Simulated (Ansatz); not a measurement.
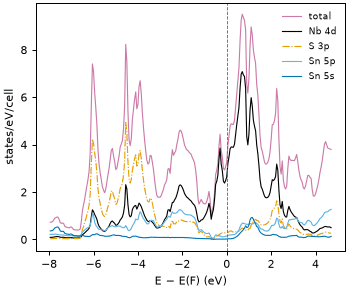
Figure: Total and projected density of states of NbSnS in space group P4/nmm (No. 129; Nb on 2c, Sn on 2a, S on 2c), the program Ansatz at the PBE level (PAW)

### Question
Which orbitals carry the states next to the Fermi level?

### Answer
Within 0.5 eV of the Fermi level: Nb 4d 81 %, S 3p 7 %. Projections are on Löwdin-orthogonalised atomic valence shells; empty p or d shells of many metals are not among them.

### Question
Where is the tallest occupied peak in this window, and what makes it?

### Answer
Near -4.5 eV, about 8.2 states/eV per cell; the largest projected share is S 3p.

The start of the workflow was typed in or built on a structure type; neither database checked (COD, Materials Project) lists it. Its standing as an ambient phase is unchecked. The cell was relaxed with PBE under the symmetry of its start; whether a distortion lowers the energy is not shown. The workflow began spin-polarised and lost its moments. Spin–orbit coupling is left out wherever it is not named.

Potentials: the earlier of the program's two PAW sets.
